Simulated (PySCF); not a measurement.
## Frequency calculation of CoSOH

The run: frequency calculation of CoSOH. Method and program: RKS-based B3LYP, Co def2-SVP, S def2-SVP, O def2-SVP, H def2-SVP; non-relativistic Hamiltonian; density fitting (PySCF 2.14.0).

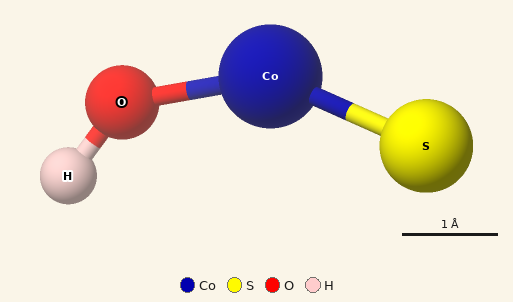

*The structure (ball-and-stick view, seen at a tilt). Sticks mark near contacts.*

**The input**
```python
from pyscf import gto, scf, dft
mol = gto.M(atom='''
Co    -0.000337    -0.376681     0.000000
S     -0.761085     1.404705     0.000000
O      1.376810    -1.345059     0.000000
H      2.331173    -1.193537     0.000000''',
    basis={'Co': 'def2-SVP', 'S': 'def2-SVP', 'O': 'def2-SVP', 'H': 'def2-SVP'},
    charge=0, spin=0)
mf = dft.RKS(mol, xc='B3LYP')
mf.grids.atom_grid = (75, 302)
aux = {'Co': 'def2-universal-JKFIT', 'S': 'def2-universal-JKFIT', 'O': 'def2-universal-JKFIT', 'H': 'def2-universal-JKFIT'}
mf = mf.density_fit(auxbasis=aux)
mf.conv_tol = 1e-09
mf.diis_space = 10
mf.max_cycle = 60
mf.verbose = 4
mf.kernel()
```

The script is an equivalent of the set-up of the self-consistent field. The run itself was carried out by a driver, which started from the orbitals of the step before it where there was one and computed the further properties.

Hardware: 2 threads of Arm Neoverse N1, 54 GiB of memory available, shared host.

Launched with:
```bash
OMP_NUM_THREADS=2 python axn.py task.json out
```

**The program's output**
```
init E= -1856.42822307894
  HOMO = -0.250735995737471  LUMO = -0.140627098619529  gap/eV = 2.99622
cycle= 1 E= -1856.42822307895  delta_E= -1.46e-11  |g|= 8.85e-06  |ddm|= 1.66e-05
  HOMO = -0.25073435563306  LUMO = -0.140625152042102  gap/eV = 2.99622
Extra cycle  E= -1856.42822307854  delta_E= 4.11e-10  |g|= 5.13e-05  |ddm|= 3.11e-05
converged SCF energy = -1856.42822307854
```

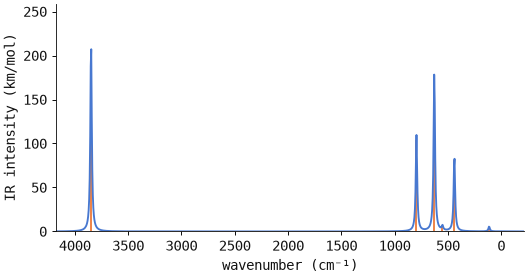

*Harmonic infrared spectrum, unscaled: sticks (degenerate modes added up, dark ones marked on the axis) with a Lorentzian envelope of 16 cm⁻¹ full width, scaled to the tallest stick.*

6 modes from 114 to 3848 cm⁻¹, none imaginary. The strongest line is at 3848 cm⁻¹ (207 km/mol). All modes, in cm⁻¹ (km/mol): 114 (5.3), 440 (82), 552 (4.9), 628 (172), 796 (104), 3848 (207).

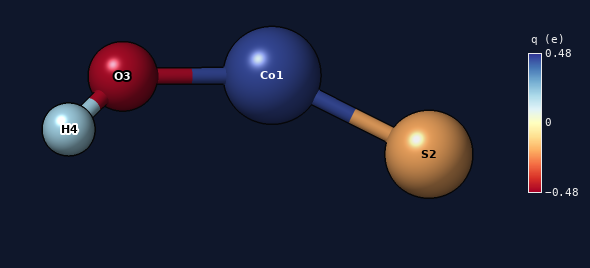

*Mulliken charges, as the colour of each atom (ball-and-stick view, seen at a tilt; atoms are numbered from 1 in the order of the input).*

By element: Co +0.44, S −0.19, O −0.46 and H +0.20 e.

**Summary**

| quantity | value |
| --- | --- |
| outcome | converged |
| total energy | −1856.428223 hartree |
| HOMO | −6.82 eV |
| LUMO | −3.83 eV |
| zero-point energy | 0.014532 hartree |
| dipole moment | 1.77 D |
| wavenumbers, lowest and highest | 114 and 3848 cm⁻¹ |
| wall time | 68 s (CPU time 1.9 min) |
| peak memory | 0.83 GiB |
